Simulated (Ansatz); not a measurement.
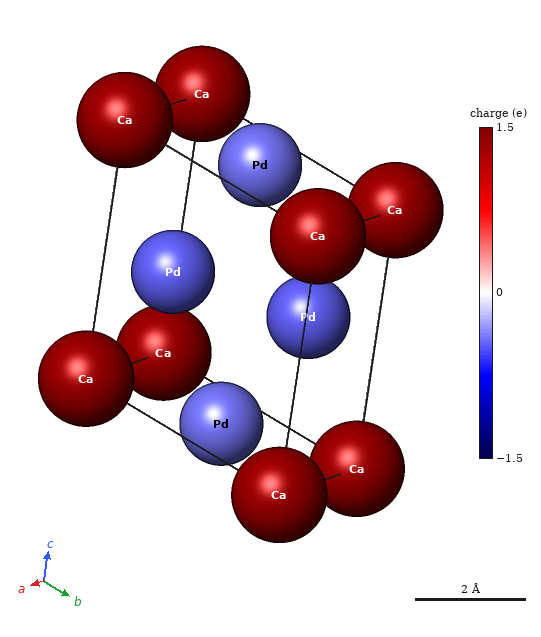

An orthographic spheres-only view of the structure, slightly off an axis. The cell (the run's own, in a reduced setting) is outlined; an atom on or near a face, edge or corner is repeated at each equivalent position. The atoms of this CaPd3 cell are coloured by their Bader charge.

The numbers come from DFT PBE, scalar-relativistic, plane waves, PAW in Ansatz 0.2.0, using plane waves up to 420 eV, k-points about 0.13 Å⁻¹ apart, Gaussian smearing of 0.1 eV, no spin polarisation.

Q: What charges do the elements carry?

A: Most positive: Ca; most negative: Pd. Charges: about Ca +1.3 e; Pd -0.5 to -0.4 e.

The initial geometry was a structure type filled with these elements by a generator (whether the compound takes this form wasn't checked). Earlier steps of the study, as a rule a relaxation of our own, may have changed the cell and positions, so they can lie some per cent off the listed ones. Ansatz was used for an electronic-structure calculation on it.
